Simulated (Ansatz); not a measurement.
# MP2/STO-3G run of SiH4S (Si(SH)H3)

Aim: the electronic atomisation energy of SiH4S (Si(SH)H3) at MP2/STO-3G, from 4 runs. 

The calculation is run with Ansatz 0.2.0.

54 further runs of the same task are left out: 54 set aside as unsound or not needed.

### Step 1. Starting point

SiH4S: 6 atoms, total charge 0, spin state singlet. SMILES: `[H][Si]([H])([H])S`. The shape is that of a GFN2-xTB optimisation.

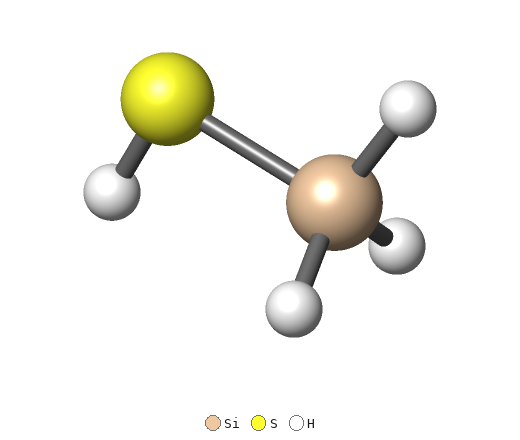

The structure, seen from a chosen angle (silicon light orange, sulfur yellow, hydrogen white).

### Step 2. The energy at MP2/STO-3G

Input file input.yaml:

```yaml
basis:
  gaussian:
    orbitals: STO-3G
crystal:
  periodic: [false, false, false]
  atoms:
    - {symbol: Si, position_ang: [0.201210, -0.014540, -0.544580]}
    - {symbol: S, position_ang: [0.253720, 0.019820, 1.601470]}
    - {symbol: H, position_ang: [-1.056810, 0.059910, 1.795240]}
    - {symbol: H, position_ang: [1.606010, -0.020690, -0.909950]}
    - {symbol: H, position_ang: [-0.503230, 1.180600, -0.990160]}
    - {symbol: H, position_ang: [-0.500900, -1.225100, -0.952020]}
correlation:
  method: mp2
  frozen_orbitals: {H: 0, S: 5, Si: 5}
accuracy: high
```

Command:

```console
$ ansatz run input.yaml --threads 1 --pin off --max-ram 2610MiB --events-out events.jsonl --progress --plain --runs-dir runs
```

The log of the run:

```text
Warning: RAYON_NUM_THREADS=1 ignored (pool sized by the plan → 1); use --threads N
Functional definition: HF
  name "HF"
  exchange = exact_x
  correlation = 0
388 factors; integrals over basis functions are off by at most 9.1e-9 eV
mean field evaluation 1: about -18533.0370 eV, gradient 1.4e1 eV
mean field evaluation 2: about -18533.0519 eV, gradient 1.4e1 eV
mean field evaluation 4: about -18534.0143 eV, gradient 4.8e-1 eV
mean field evaluation 8: about -18534.0152 eV, gradient 7.5e-7 eV
mean field -18534.01516270 eV, -681.1124944225 hartree, gradient 2.8e-8 eV, S^2 0.000000; 0 other end points of the search recorded, 0 dependent functions left out
10 core orbitals not correlated: weight in the atoms' cores, before any rotation towards them, 1.000 or more for the frozen orbitals, at most 0.000 for the correlated occupied ones
reference -18534.01516270 eV, -681.1124944225 hartree; 7, 7 occupied and 5, 5 virtual orbitals, 388 factors
second order -1.70128863 eV of doubles, -0.00000000 eV of singles
Total energy: -18535.71645132 eV, -681.1750156263 hartree
```

Run time: 0.14 s. Hardware: 1 thread of Arm Neoverse V1, shared host.

### Step 3. The H atom: a single-point energy at UHF/STO-3G

Input file job.yaml:

```yaml
crystal:
  periodic: [false, false, false]
  atoms:
    - {symbol: H, position_ang: [0.000000, 0.000000, 0.000000]}
basis:
  gaussian: {orbitals: STO-3G}
magnetization: {spin_polarized: true, initial_magnetization: 1}
hamiltonian: {xc: hf}
accuracy: high
```

Run the same way, it converges to -0.46658 Eh (log not shown).

### Step 4. The S atom, same level

Input file run.yaml:

```yaml
basis:
  gaussian:
    orbitals: STO-3G
crystal:
  periodic: [false, false, false]
  atoms:
    - {symbol: S, position_ang: [0.000000, 0.000000, 0.000000]}
magnetization:
  spin_polarized: true
  initial_magnetization: 2
correlation:
  method: mp2
  frozen_orbitals: {S: 5}
accuracy: high
```

Run the same way, it converges to -393.13022 Eh (log not shown).

### Step 5. The Si atom at the same level

Input file molecule.yaml:

```yaml
crystal:
  periodic: [false, false, false]
  atoms:
    - {symbol: Si, position_ang: [0.000000, 0.000000, 0.000000]}
basis:
  gaussian: {orbitals: STO-3G}
magnetization: {spin_polarized: true, initial_magnetization: 2}
correlation: {method: mp2, frozen_orbitals: {Si: 5}}
accuracy: high
```

Run the same way, it converges to -285.47352 Eh (log not shown).

### Step 6. Results

At MP2/STO-3G, 10 core orbitals frozen:

```
                                              quantity          value
                                molecule: total energy  -681.17502 Eh
molecule: correlation energy (10 core orbitals frozen)      -62.5 mEh
                                  H atom: total energy    -0.46658 Eh
                                          H atom: ⟨S²⟩          0.750
                                  S atom: total energy  -393.13022 Eh
   S atom: correlation energy (5 core orbitals frozen)        0.0 mEh
             S atom: ⟨S²⟩ of the reference determinant          2.000
                                 Si atom: total energy  -285.47352 Eh
  Si atom: correlation energy (5 core orbitals frozen)       -7.3 mEh
            Si atom: ⟨S²⟩ of the reference determinant          2.000
                         electronic atomisation energy      19.183 eV
```

In words: Taking the molecule apart into free atoms costs 19.18 eV (1851 kJ/mol), before zero-point energy and without spin-orbit coupling. In a minimal basis such a difference can be off by several eV, whatever the method.
